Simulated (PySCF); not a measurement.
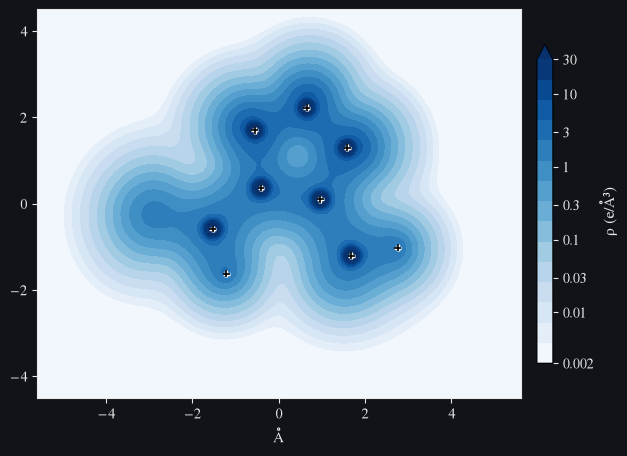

The electron density on a plane through atoms (crosses mark nuclei in the plane).

Computed with PySCF, PBE0/pcSseg-1, SCF density, gas phase, non-relativistic.

Candidates:
A. C3H8OSSi (SMILES CC(=S)CO[SiH3])
B. C6H8N3 (SMILES Cc1[n-]nnc1C1CC1) (charge −1)
C. C4H5F3O2 (SMILES FC(F)(F)[C@H]1COCO1)

Question: Which candidate gave the map?

Answer: Candidate B: C6H8N3 on the plane of atoms C2, C6 and N5, which holds C, N and H. N–N (1.32 Å): ρ at the midpoint is about 2.7 e/Å³. C–N (1.34 Å): the density is about 2.4 e/Å³ at the midpoint.
